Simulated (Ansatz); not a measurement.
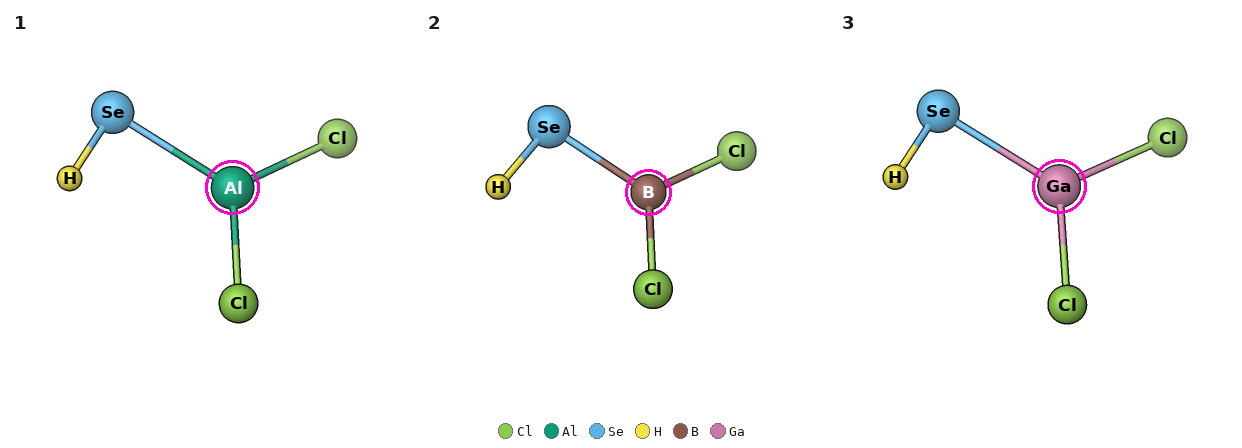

3 molecules with one skeleton, seen from the same side and at one scale; the atom that differs is circled. Charge 0, singlet. Computed geometries: PBE0-D4/def2-TZVP optimisations, one conformation each. Properties computed with Ansatz 0.2.0.

One atom differs, called X below: Al in panel 1, B in panel 2, Ga in panel 3. Their formulas are AlCl2HSe (`[Cl][Al]([Cl])[SeH]`), BCl2HSe (`ClB(Cl)[SeH]`), Cl2GaHSe (`[Cl][Ga]([Cl])[SeH]`).

Rank them by the HOMO–LUMO gap, lowest first (PBE0-D4/def2-QZVPP).

3 (Ga), 2 (B), 1 (Al).

Rank them by the mean length of X–Cl, lowest first (PBE0-D4/def2-TZVP).

2 (B), 1 (Al), 3 (Ga).

Give the values. With PBE0-D4/def2-TZVP: mean length of X–Cl (Å), length of X–Se (Å), smallest angle Cl–X–Se (°), largest angle Cl–X–Se (°). With PBE0-D4/def2-QZVPP: HOMO energy (Kohn–Sham orbital) (eV), HOMO–LUMO gap (eV). With ωB97M-V/def2-TZVPP: dipole moment (D).

| quantity | 1 (Al) | 2 (B) | 3 (Ga) |
| --- | --- | --- | --- |
| mean length of X–Cl (Å) | 2.079 | 1.745 | 2.126 |
| length of X–Se (Å) | 2.290 | 1.927 | 2.299 |
| smallest angle Cl–X–Se (°) | 118.7 | 117.4 | 120.0 |
| largest angle Cl–X–Se (°) | 121.6 | 122.8 | 122.1 |
| HOMO energy (Kohn–Sham orbital) (eV) | −7.84 | −7.85 | −7.96 |
| HOMO–LUMO gap (eV) | 6.61 | 6.34 | 6.20 |
| dipole moment (D) | 0.97 | 0.97 | 1.54 |
